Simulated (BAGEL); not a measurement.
# C2H4O2 (methyl formate): HF/6-31G(d) (density fitting with qzvpp-jkfit, spherical functions)

What is the vertical singlet–triplet gap of C2H4O2 (methyl formate) at HF/6-31G* (density fitting with qzvpp-jkfit, spherical functions)? 

The results are computed with BAGEL 1.2.2.

## (1) Starting point

The species is C2H4O2 (8 atoms), meant as a singlet with charge 0. SMILES: `COC=O`. The coordinates come from a PBE0-D4/def2-TZVP relaxation. This is one conformer, not always the lowest.

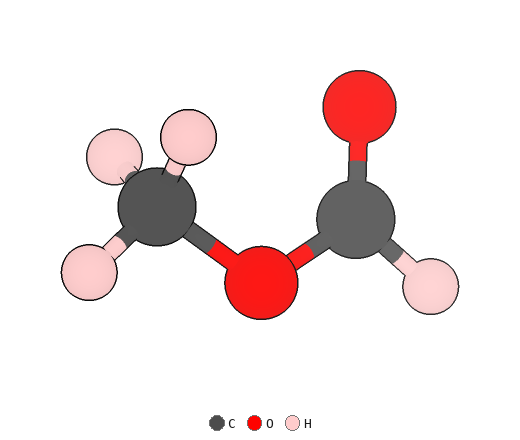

The structure, seen from a chosen angle (carbon dark grey, oxygen red, hydrogen pink).

## (2) The energy at HF/6-31G(d) (density fitting with qzvpp-jkfit, spherical functions)

hf.json

```json
{ "bagel": [

{
  "title": "molecule",
  "basis": "6-31gs.json",
  "df_basis": "qzvpp-jkfit",
  "angstrom": true,
  "geometry": [
    { "atom": "C", "xyz": [       0.012500,       1.014000,      -0.113700 ] },
    { "atom": "O", "xyz": [       0.065700,      -0.091700,       0.787600 ] },
    { "atom": "C", "xyz": [       0.016500,      -1.291800,       0.216700 ] },
    { "atom": "O", "xyz": [      -0.066200,      -1.504700,      -0.957200 ] },
    { "atom": "H", "xyz": [      -0.916500,       0.996100,      -0.684900 ] },
    { "atom": "H", "xyz": [       0.062500,       1.905400,       0.506600 ] },
    { "atom": "H", "xyz": [       0.853900,       0.981700,      -0.806900 ] },
    { "atom": "H", "xyz": [       0.064000,      -2.066100,       0.996100 ] }
  ]
},

{ "title": "hf" },

{ "title": "print", "file": "orbitals.molden", "orbitals": true }

]}
```

The basis set 6-31G* is read from a file made from the Basis Set Exchange's data (not shown).

Launch:

```
$ BAGEL_NUM_THREADS=1 BAGEL hf.json > hf.out
```

Output:

```text
* using 1 threads per process

  ===============================================================
  ===============================================================

  *** Geometry ***

  { "atom" : "C", "xyz" : [      0.023622,      1.916182,     -0.214862 ] },
  { "atom" : "O", "xyz" : [      0.124155,     -0.173288,      1.488348 ] },
  { "atom" : "C", "xyz" : [      0.031180,     -2.441148,      0.409504 ] },
  { "atom" : "O", "xyz" : [     -0.125100,     -2.843471,     -1.808846 ] },
  { "atom" : "H", "xyz" : [     -1.731934,      1.882356,     -1.294273 ] },
  { "atom" : "H", "xyz" : [      0.118108,      3.600684,      0.957335 ] },
  { "atom" : "H", "xyz" : [      1.613637,      1.855144,     -1.524820 ] },
  { "atom" : "H", "xyz" : [      0.120942,     -3.904363,      1.882356 ] },

  Number of auxiliary basis functions:      376

  Since a DF basis is specified, we compute 2- and 3-index integrals:
    o Being stored without compression. Storage requirement is 0.012 GB

  Number of basis functions:       64
  Number of electrons      :       32

    * METHOD: MOLECULE                             0.13

  *** RHF ***

  === Nuclear Repulsion ===
   122.9588651028

      * DIIS with orbital gradients will be used.

  === RHF iteration (6-31gs.json) ===
      0       -227.58226732          0.02585699           0.04
      1       -227.70527350          0.01799144           0.03
      2       -227.78463712          0.00223141           0.03
      3       -227.78635212          0.00115635           0.03
      4       -227.78677047          0.00024587           0.04
      5       -227.78683064          0.00011889           0.04
      6       -227.78684346          0.00004505           0.04
      7       -227.78684538          0.00000983           0.04
      8       -227.78684543          0.00000337           0.02
      9       -227.78684544          0.00000158           0.02
     10       -227.78684544          0.00000039           0.03
     11       -227.78684544          0.00000017           0.04
     12       -227.78684544          0.00000003           0.04
     13       -227.78684544          0.00000001           0.04
    * SCF iteration converged.

    * Permanent dipole moment:
           (   -0.041017,    -0.545783,    -0.530544) a.u.

    * METHOD: HF                                   0.57

    * METHOD: PRINT                                0.02

  ===============================================================
```

It took 0.87 s on 1 thread of Arm Neoverse V1, shared host.

## (3) The triplet, same level

input.json

```json
{ "bagel": [

{
  "title": "molecule",
  "basis": "6-31gs.json",
  "df_basis": "qzvpp-jkfit",
  "angstrom": true,
  "geometry": [
    { "atom": "C", "xyz": [    0.012500,    1.014000,   -0.113700 ] },
    { "atom": "O", "xyz": [    0.065700,   -0.091700,    0.787600 ] },
    { "atom": "C", "xyz": [    0.016500,   -1.291800,    0.216700 ] },
    { "atom": "O", "xyz": [   -0.066200,   -1.504700,   -0.957200 ] },
    { "atom": "H", "xyz": [   -0.916500,    0.996100,   -0.684900 ] },
    { "atom": "H", "xyz": [    0.062500,    1.905400,    0.506600 ] },
    { "atom": "H", "xyz": [    0.853900,    0.981700,   -0.806900 ] },
    { "atom": "H", "xyz": [    0.064000,   -2.066100,    0.996100 ] }
  ]
},
{
  "title": "uhf",
  "nopen": 2
},
{
  "title": "print",
  "file": "orbitals.molden",
  "orbitals": true
}

]}
```

The basis set 6-31G* is read from a file made from the Basis Set Exchange's data (not shown).

Launch:

```
$ BAGEL_NUM_THREADS=1 BAGEL input.json > input.out
```

Output:

```text
* using 1 threads per process

  ===============================================================
  ===============================================================

  *** Geometry ***

  { "atom" : "C", "xyz" : [      0.023622,      1.916182,     -0.214862 ] },
  { "atom" : "O", "xyz" : [      0.124155,     -0.173288,      1.488348 ] },
  { "atom" : "C", "xyz" : [      0.031180,     -2.441148,      0.409504 ] },
  { "atom" : "O", "xyz" : [     -0.125100,     -2.843471,     -1.808846 ] },
  { "atom" : "H", "xyz" : [     -1.731934,      1.882356,     -1.294273 ] },
  { "atom" : "H", "xyz" : [      0.118108,      3.600684,      0.957335 ] },
  { "atom" : "H", "xyz" : [      1.613637,      1.855144,     -1.524820 ] },
  { "atom" : "H", "xyz" : [      0.120942,     -3.904363,      1.882356 ] },

  Number of auxiliary basis functions:      376

  Since a DF basis is specified, we compute 2- and 3-index integrals:
    o Being stored without compression. Storage requirement is 0.012 GB

  Number of basis functions:       64
  Number of electrons      :       32

    * METHOD: MOLECULE                             0.13

  *** Open-shell HF ***

  === Nuclear Repulsion ===
   122.9588651028

      * DIIS with orbital gradients will be used.

  === UHF iteration (6-31gs.json) ===
      0       -227.19096414          0.05069040           0.05
      1       -227.37967109          0.04242360           0.05
      2       -227.48651636          0.02510623           0.05
      3       -227.55501163          0.00659772           0.05
      4       -227.56617721          0.00380796           0.05
      5       -227.57485186          0.00266572           0.05
      6       -227.57798494          0.00219716           0.05
      7       -227.58261995          0.00170864           0.05
      8       -227.58655407          0.00083634           0.05
      9       -227.58744293          0.00055046           0.05
     10       -227.58778153          0.00047055           0.05
     11       -227.58777932          0.00034173           0.05
     12       -227.58781586          0.00008985           0.05
     13       -227.58782093          0.00000735           0.05
     14       -227.58782163          0.00000411           0.05
     15       -227.58782192          0.00000245           0.05
     16       -227.58782200          0.00000212           0.05
     17       -227.58782203          0.00000200           0.05
     18       -227.58782203          0.00000205           0.05
     19       -227.58782202          0.00000186           0.05
     20       -227.58782201          0.00000113           0.05
     21       -227.58782201          0.00000030           0.05
     22       -227.58782201          0.00000013           0.05
     23       -227.58782201          0.00000009           0.05
     24       -227.58782201          0.00000005           0.05
     25       -227.58782201          0.00000002           0.05
     26       -227.58782201          0.00000002           0.05
     27       -227.58782201          0.00000002           0.05
     28       -227.58782201          0.00000001           0.05
     29       -227.58782201          0.00000001           0.05
     30       -227.58782201          0.00000001           0.05
     31       -227.58782201          0.00000001           0.05
     32       -227.58782201          0.00000001           0.05
     33       -227.58782201          0.00000001           0.05
     34       -227.58782201          0.00000001           0.05
    * SCF iteration converged.

    * S^2 (UHF) is 2.0195

    * Permanent dipole moment:
           (    0.009752,    -0.456033,     0.195415) a.u.

    * METHOD: UHF                                  1.80

    * METHOD: PRINT                                0.01

  ===============================================================
```

It took 2.1 s on 1 thread of Arm Neoverse V1, shared host.

## (4) Outcome

Level: HF/6-31G* (density fitting with qzvpp-jkfit, spherical functions).

| quantity | value |
| --- | --- |
| singlet: total energy | -227.78685 Eh |
| singlet: dipole moment | 1.94 D |
| singlet: HOMO energy | -12.50 eV |
| singlet: LUMO energy | 5.05 eV |
| singlet: HOMO–LUMO gap | 17.55 eV |
| triplet: total energy | -227.58782 Eh |
| triplet: dipole moment | 1.26 D |
| triplet: ⟨S²⟩ | 2.019 |
| vertical energy of the triplet above the singlet | 5.416 eV |

**Reading.** At this shape the triplet lies 5.42 eV (523 kJ/mol) above the singlet.
